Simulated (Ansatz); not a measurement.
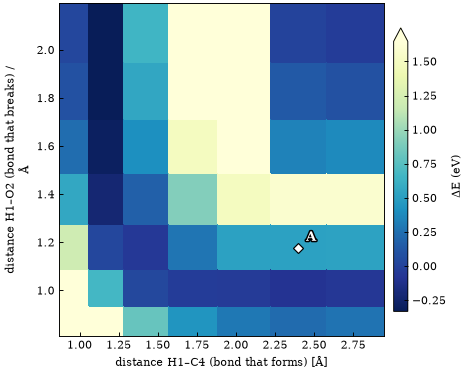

The reacting system CH4NOSi (fragments H₄OSi + CN where the first distance is long, CHN + H₃OSi where the second is long), spin multiplicity 2. 
- First axis: distance H1–C4 (bond that forms). Second axis: distance H1–O2 (bond that breaks).
- Relaxed at each point: all other coordinates.
- The scan uses a 7 × 7 grid.
- Points are written as (first, second).
- Energies: eV, counted from a guessed transition structure relaxed with its forming and breaking bonds held.
- Energies and slopes of some neighbouring points disagree (a jump in structure or state, or too coarse a mesh).
- All numbers below come from UKS PBE-D4/def2-SVP (Ansatz).

In the figure: one coloured cell a grid point, one colour for all values above the top of the scale, the point A.

**Which way does the force act at A, and how strong is it?**

A, at (2.396 Å, 1.177 Å), is not a stationary point. The computed force is 0.069 eV for each Å towards larger values of the first coordinate and 4.9 eV for each Å towards smaller values of the second coordinate.
